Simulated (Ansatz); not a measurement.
**Single-point calculation of Cs8Pb7BBr24 (part 2 of 2)**

The same run, continued: Cs8Pb7BBr24 (defect cell, 40 atoms in the cell); DFT, r2SCAN, PAW, plane waves (Ansatz 0.2.0); cutoff 500 eV, 1×1×1 k-mesh, Fermi–Dirac smearing of 0.01 eV. 

## Output, continued
```
  k-point 0 ↑: bands = ["-18.5946", "-18.5845", "-18.5662", "-18.5605", "-18.5601", "-18.5550", "-18.5414", "-18.5314", "-14.4011", "-14.3987", "-14.3909", "-14.3844", "-14.3760", "-14.3696", "-14.3631", "-14.3531", "-14.3506", "-14.3461", "-14.3328", "-14.3297", "-14.3150", "-14.3120", "-14.3107", "-14.3086", "-14.3048", "-14.3017", "-14.2996", "-14.2970", "-14.2947", "-14.2851", "-14.2829", "-14.2781", "-14.2778", "-14.2737", "-14.2690", "-14.2605", "-14.2582", "-14.2553", "-14.2495", "-14.2456",
      "-14.1976", "-14.1714", "-14.1687", "-13.3500", "-12.4958", "-12.4465", "-11.9827", "-11.9003", "-11.8843", "-11.8454", "-11.8108", "-11.8040", "-11.7784", "-11.6897", "-11.6811", "-11.6729", "-11.6660", "-11.6384", "-11.6286", "-11.5938", "-11.5815", "-11.5015", "-11.4995", "-11.4891", "-11.4564", "-11.4296", "-11.3332", "-5.5087", "-5.2378", "-5.2110", "-5.1221", "-5.0968", "-5.0876", "-5.0830", "-5.0777", "-5.0696", "-5.0652", "-5.0605", "-5.0549", "-5.0490",
      "-5.0461", "-5.0417", "-5.0385", "-5.0345", "-5.0311", "-5.0268", "-5.0227", "-5.0200", "-5.0156", "-5.0132", "-5.0099", "-4.9986", "-4.9962", "-4.9899", "-4.9654", "-4.8232", "-4.7843", "-4.5616", "-4.3459", "-1.8697", "-1.8583", "-0.9634", "-0.8419", "-0.8044", "-0.7738", "-0.7144", "-0.7017", "-0.6769", "-0.6610", "-0.6342", "-0.5886", "-0.1306", "-0.0515", "0.0528", "0.0946", "0.1512", "0.1745", "0.1936", "0.2124", "0.2385",
      "0.2598", "0.2987", "0.3164", "0.3783", "0.4095", "0.4348", "0.4986", "0.5390", "0.5488", "0.5752", "0.6305", "0.6388", "0.6753", "0.7022", "0.7122", "0.7369", "0.7732", "0.7949", "0.8241", "0.8430", "0.8479", "0.8649", "0.8812", "0.8998", "0.9156", "0.9420", "0.9676", "0.9842", "0.9948", "1.0041", "1.0097", "1.0283", "1.0383", "1.0663", "1.0882", "1.0995", "1.1241", "1.1543", "1.1863", "1.2094",
      "1.2359", "1.2440", "1.2646", "1.3479", "1.4560", "1.4845", "1.6024", "1.7781", "1.8176", "2.0661", "4.0837", "5.7152", "5.7511", "5.8916", "5.9491", "5.9927", "6.0368", "6.1245", "6.1504", "6.1922", "6.3847", "6.4679", "6.6759", "7.4531", "7.6086", "7.6562", "7.7067", "7.7541", "7.8436", "7.8990", "7.9135", "8.0056", "8.1226", "8.1935", "8.2683", "8.3263", "8.3898", "8.4528", "8.4765", "8.5434",
      "8.6331", "8.6803", "8.7534", "8.7911", "8.8031", "8.8574", "8.8895", "8.9414", "8.9784", "8.9982", "9.0382", "9.0686"]
  k-point 0 ↓: bands = ["-18.5945", "-18.5845", "-18.5661", "-18.5603", "-18.5602", "-18.5550", "-18.5414", "-18.5304", "-14.4011", "-14.3986", "-14.3904", "-14.3840", "-14.3751", "-14.3689", "-14.3628", "-14.3525", "-14.3501", "-14.3426", "-14.3321", "-14.3293", "-14.3150", "-14.3120", "-14.3107", "-14.3086", "-14.3047", "-14.3017", "-14.2996", "-14.2969", "-14.2946", "-14.2851", "-14.2828", "-14.2780", "-14.2776", "-14.2726", "-14.2656", "-14.2571", "-14.2543", "-14.2540", "-14.2460", "-14.2423",
      "-14.1955", "-14.1660", "-14.1634", "-13.2591", "-12.4471", "-12.3942", "-11.9821", "-11.8997", "-11.8835", "-11.8449", "-11.8099", "-11.8032", "-11.7780", "-11.6893", "-11.6810", "-11.6725", "-11.6659", "-11.6379", "-11.6283", "-11.5933", "-11.5809", "-11.5013", "-11.4992", "-11.4885", "-11.4551", "-11.4256", "-11.3236", "-5.5010", "-5.2271", "-5.2052", "-5.1067", "-5.0954", "-5.0863", "-5.0811", "-5.0768", "-5.0687", "-5.0646", "-5.0593", "-5.0545", "-5.0480",
      "-5.0452", "-5.0408", "-5.0377", "-5.0334", "-5.0307", "-5.0261", "-5.0221", "-5.0192", "-5.0148", "-5.0123", "-5.0093", "-4.9981", "-4.9953", "-4.9893", "-4.9587", "-4.8108", "-4.7713", "-4.5015", "-4.0308", "-1.7448", "-1.7303", "-0.8468", "-0.8113", "-0.7741", "-0.7281", "-0.7033", "-0.6844", "-0.6615", "-0.6518", "-0.6048", "-0.5158", "-0.0978", "-0.0352", "0.0880", "0.1187", "0.1548", "0.1773", "0.1985", "0.2202", "0.2447",
      "0.2632", "0.3061", "0.3245", "0.3913", "0.4193", "0.4464", "0.5043", "0.5457", "0.5569", "0.5847", "0.6396", "0.6447", "0.6791", "0.7063", "0.7176", "0.7440", "0.7786", "0.7992", "0.8266", "0.8479", "0.8515", "0.8699", "0.8835", "0.9014", "0.9178", "0.9439", "0.9715", "0.9866", "0.9960", "1.0060", "1.0195", "1.0325", "1.0408", "1.0674", "1.0902", "1.1022", "1.1275", "1.1591", "1.1879", "1.2121",
      "1.2403", "1.2479", "1.2684", "1.3511", "1.4589", "1.4879", "1.6075", "1.7805", "1.8215", "2.0715", "5.7151", "5.7539", "5.8771", "5.9516", "5.9921", "6.0248", "6.0589", "6.1373", "6.1747", "6.2465", "6.4804", "6.6975", "7.2725", "7.4614", "7.6258", "7.6617", "7.7275", "7.7807", "7.8774", "7.9153", "7.9704", "8.0282", "8.1561", "8.2239", "8.2870", "8.3451", "8.4132", "8.4675", "8.4906", "8.5755",
      "8.6479", "8.6927", "8.7636", "8.8112", "8.8196", "8.8668", "8.9019", "8.9560", "8.9921", "9.0078", "9.0496", "9.0829"]
--- Löwdin populations: 40 sites ---
  site symbol       q [e]    m [muB]
     0     Cs      8.2459     0.0019
     1     Cs      8.2502     0.0061
     2     Cs      8.2399    -0.0002
     3     Cs      8.2404     0.0000
     4     Cs      8.2423    -0.0002
     5     Cs      8.2437     0.0003
     6     Cs      8.2377     0.0000
     7     Cs      8.2386    -0.0000
     8      B      3.3098     0.8077
     9     Pb     13.3852     0.0083
    10     Pb     13.3976     0.0268
    11     Pb     13.3571     0.0006
    12     Pb     13.3947     0.0187
    13     Pb     13.3613     0.0005
    14     Pb     13.3643     0.0007
    15     Pb     13.3590     0.0000
    16     Br      7.3996     0.0009
    17     Br      7.0527     0.0323
    18     Br      7.4434     0.0000
    19     Br      7.4192     0.0006
    20     Br      7.4343    -0.0001
    21     Br      7.4183     0.0003
    22     Br      7.4266    -0.0000
    23     Br      7.4303     0.0001
    24     Br      7.0531     0.0283
    25     Br      7.4225     0.0002
    26     Br      7.4151     0.0004
    27     Br      7.4376     0.0001
    28     Br      7.4125     0.0049
    29     Br      7.4285     0.0000
    30     Br      7.4306     0.0001
    31     Br      7.4065     0.0000
    32     Br      7.0293     0.0206
    33     Br      7.4378     0.0006
    34     Br      7.4382     0.0106
    35     Br      7.4255     0.0001
    36     Br      7.4297     0.0005
    37     Br      7.4368     0.0001
    38     Br      7.4331     0.0002
    39     Br      7.4200     0.0000
  spilling = 0.003082 (of n_electrons = 341.000000)
```

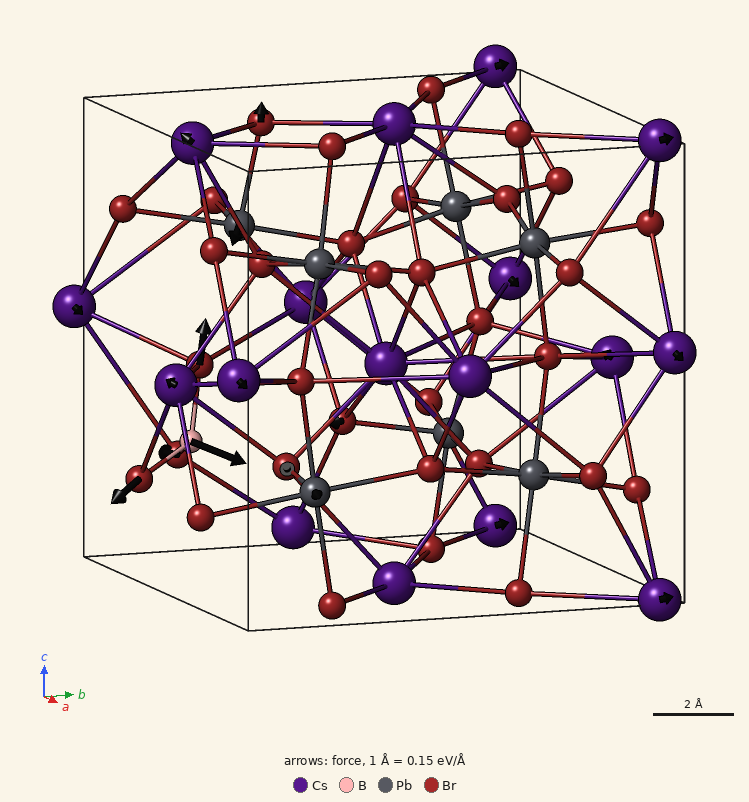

Figure 1. Forces on the atoms as black arrows (ball-and-stick view of the cell of the calculation, seen slightly off an axis); the smallest are left out. The largest act on B9 (0.23 eV/Å); Br18 (0.18 eV/Å); Br33 (0.17 eV/Å); Br25 (0.14 eV/Å), among others. Atoms are counted from 1 in the order of the input and aren't labelled in the picture. 

The run was set up as follows.

## Input file
```yaml
crystal:
  lattice:
    - [11.763330, 0.000000, 0.000000]
    - [0.000000, 11.763330, 0.000000]
    - [0.000000, 0.000000, 11.763330]
  atoms:
    - { symbol: Cs, position: [0.995250, 0.945169, 0.009707] }
    - { symbol: Cs, position: [0.991505, 0.980950, 0.545091] }
    - { symbol: Cs, position: [0.021568, 0.471435, 0.038805] }
    - { symbol: Cs, position: [0.996207, 0.509970, 0.522982] }
    - { symbol: Cs, position: [0.499588, 0.060720, 0.977861] }
    - { symbol: Cs, position: [0.509355, 0.019295, 0.454708] }
    - { symbol: Cs, position: [0.507987, 0.520044, 0.992892] }
    - { symbol: Cs, position: [0.496624, 0.505757, 0.470430] }
    - { symbol: B, position: [0.200004, 0.170101, 0.273453], spin: 0.143 }
    - { symbol: Pb, position: [0.252610, 0.261170, 0.746599] }
    - { symbol: Pb, position: [0.243722, 0.743910, 0.263390] }
    - { symbol: Pb, position: [0.253119, 0.757598, 0.757675] }
    - { symbol: Pb, position: [0.749433, 0.247400, 0.246954] }
    - { symbol: Pb, position: [0.751158, 0.256942, 0.743014] }
    - { symbol: Pb, position: [0.749089, 0.748862, 0.254013] }
    - { symbol: Pb, position: [0.744020, 0.753069, 0.757845] }
    - { symbol: Br, position: [0.286204, 0.298049, 0.974115], spin: 0.143 }
    - { symbol: Br, position: [0.215952, 0.183999, 0.442046], spin: 0.143 }
    - { symbol: Br, position: [0.217280, 0.713874, 0.008754] }
    - { symbol: Br, position: [0.278570, 0.803530, 0.508872] }
    - { symbol: Br, position: [0.730563, 0.293726, 0.993856] }
    - { symbol: Br, position: [0.777596, 0.204088, 0.494595] }
    - { symbol: Br, position: [0.786657, 0.700390, 0.005438] }
    - { symbol: Br, position: [0.723731, 0.791234, 0.505369] }
    - { symbol: Br, position: [0.041239, 0.199065, 0.217348], spin: 0.143 }
    - { symbol: Br, position: [0.000469, 0.298668, 0.758283] }
    - { symbol: Br, position: [0.996506, 0.791876, 0.288755] }
    - { symbol: Br, position: [0.999110, 0.737140, 0.735321] }
    - { symbol: Br, position: [0.516315, 0.269318, 0.263433], spin: 0.143 }
    - { symbol: Br, position: [0.500469, 0.218999, 0.704797] }
    - { symbol: Br, position: [0.498124, 0.717817, 0.239811] }
    - { symbol: Br, position: [0.499349, 0.781418, 0.812285] }
    - { symbol: Br, position: [0.266917, 0.026284, 0.211005], spin: 0.143 }
    - { symbol: Br, position: [0.217765, 0.007289, 0.792436] }
    - { symbol: Br, position: [0.215032, 0.511667, 0.299260], spin: 0.143 }
    - { symbol: Br, position: [0.277204, 0.508245, 0.695386] }
    - { symbol: Br, position: [0.717089, 0.997301, 0.201428] }
    - { symbol: Br, position: [0.778801, 0.004492, 0.791224] }
    - { symbol: Br, position: [0.787375, 0.497998, 0.288504] }
    - { symbol: Br, position: [0.713843, 0.505274, 0.703575] }
  symmetry: { detect: false }
kpoints:
  mp_grid: { grid: [1, 1, 1], shift: [0.25, 0.25, 0.25] }
hamiltonian:
  xc: r2scan
magnetization:
  spin_polarized: true
scf:
  occupations: { method: fermi_dirac, width: 0.01 }
output:
  forces: true
  eigenvalues: true
  populations: true
  eigenstates: { kpoints: [[0.25, 0.25, 0.25]], e_range: [-6.0, 6.0], localisation: true }
```

Run as:
```bash
ansatz run in.yaml --threads 4 --pin off --max-ram 61750MiB --runs-dir r --events-out ev --progress --plain
```

## Key numbers

```csv
quantity,value
outcome,converged
electrons treated,341
free energy,−196174.5868 eV
Fermi energy,4.896 eV
net moment of the cell,1.00 μB
largest force (length of the vector),0.228 eV/Å
hardware,"4 threads of AMD EPYC, 65 GiB of memory available, shared host"
wall time,3.2 min (CPU time 12 min)
peak memory,6.8 GiB
```

The program warns: the state was not tested for a lower one. Spin–orbit coupling is left out, which matters for Pb. The k-point mesh is coarse for a cell of this size, so the results may not be converged.
